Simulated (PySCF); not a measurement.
Consider C$_{6}$H$_{9}$FN$_{2}$Si.

The calculation's input:

```
{"job": {"kind": "nmr", "xc": "PBE0", "basis": "pcSseg-1"}, "charge": 0, "multiplicity": 1}
C      0.382837    -2.310928     0.049945
C      0.411207    -1.002882    -0.200063
N     -0.684796    -0.184392     0.087665
C     -0.953725     1.008150    -0.519807
C     -2.092213     1.534219     0.020092
C     -2.531397     0.632215     1.012792
C     -1.651291    -0.411546     1.024352
Si     1.947894    -0.170197    -0.923848
N      2.348448     1.128269     0.116056
F      3.183689    -1.195482    -0.798385
H     -0.475502    -2.814980     0.463161
H      1.242269    -2.920050    -0.159352
H     -0.335469     1.377779    -1.313707
H     -2.561695     2.457812    -0.256292
H     -3.390891     0.747166     1.643376
H     -1.627243    -1.278049     1.653822
H      1.869817     0.059861    -2.364156
H      1.650905     1.795729     0.397491
H      3.257351     1.556557     0.059396
```

Run with:

```sh
OMP_NUM_THREADS=1 python probes_run.py task.json out
```

Geometry: GFN2-xTB.

The calculation used PBE0/pcSseg-1, SCF density, gas phase, non-relativistic in PySCF.

Question: What will maps of the electron density and electron localisation function show?

Answer: C–N (1.36 Å): ρ is about 2.3 e/Å³ halfway; the ELF peaks at about 0.90 between the atoms; localised, covalent bonding.

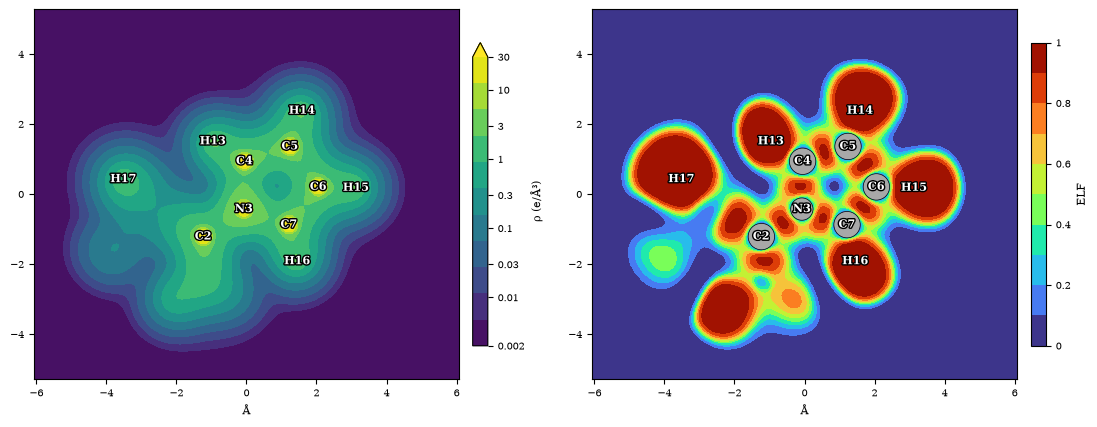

Computed electron density and electron localisation function on the plane of atoms C5, C6 and C7, in this order. Grey discs cover the atomic cores in the ELF map. 
